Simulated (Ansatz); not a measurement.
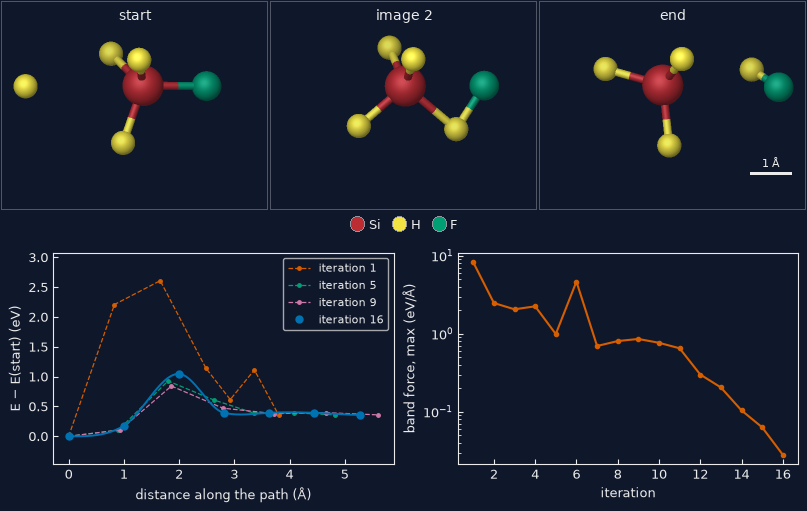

NEB run on SiH$_{4}$F (multiplicity 2), made up at the start of SiH3F and H. Images are numbered from 0 (start) to 6 (end). The plot follows the band through its iterations. The picture is a ball-and-stick view, seen from a free direction.

These are results of UKS PBE-D4/def2-SVP (Ansatz 0.2.0), not measurements. Set-up: 5 movable images; climbing image; force threshold 0.03 eV/Å; iteration limit 60; starting path through a guess of the saddle point.

### How did the profile develop, and is the result final?

The result is final at these settings. The band converged in 16 iterations. The largest component of the band force went from 8.2 to 0.028 eV/Å. The climbing image converged on the top of the path. Its vibrational analysis gives one imaginary mode (713i cm⁻¹), as a transition state must have. The first iteration put the highest image at 2.61 eV. Forward barrier 1.05 eV, backward barrier 0.69 eV, with image 2 at the top; the reaction energy is +0.36 eV.

Limits of the set-up: the start holds two separate molecules, 2.9 Å apart at their closest, whose relative position is a soft coordinate.
